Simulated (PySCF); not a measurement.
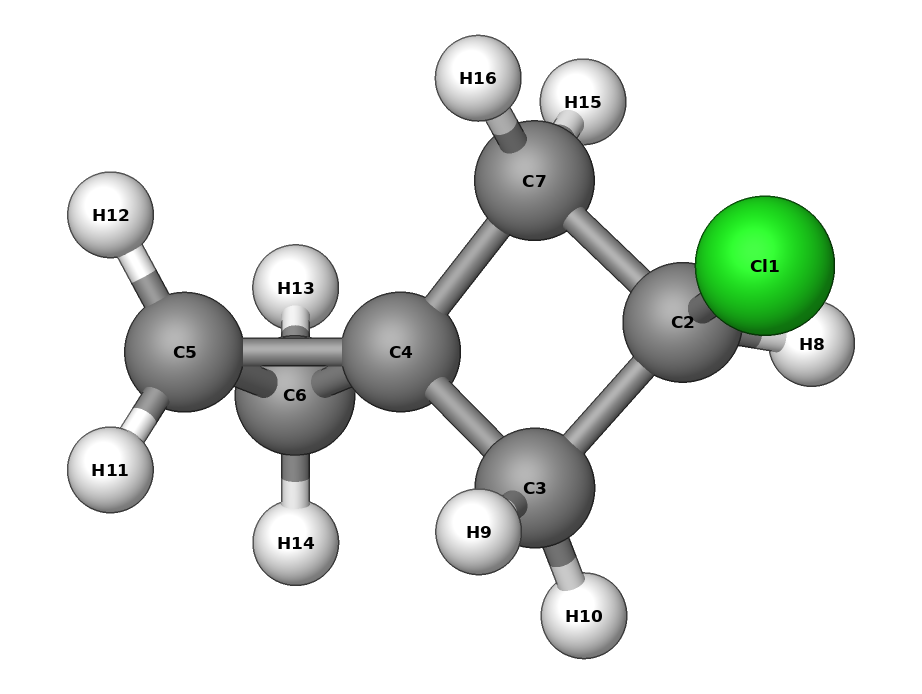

Every bond is drawn as one stick. The computed structure is the end point of a GFN2-xTB optimisation. No frequency run is at hand to confirm it as a minimum. Level of theory: PBE0/pcSseg-1 (PySCF 2.14.0).

List the Mayer bond orders of Cl1–C2, C2–C3, C2–H8, C4–C5, C4–C6, C3–C4, C5–C6, C5–H11, C6–H13, C3–H10, C3–H9 (one bond of each equivalent set).

```csv
bond,Mayer order,length (Å)
Cl1–C2,0.99,1.776
C2–C3,0.96,1.535
C2–H8,0.93,1.089
C4–C5,0.93,1.493
C4–C6,0.92,1.492
C3–C4,0.98,1.522
C5–C6,0.98,1.503
C5–H11,0.96,1.080
C6–H13,0.96,1.080
C3–H10,0.95,1.089
C3–H9,0.94,1.089
```
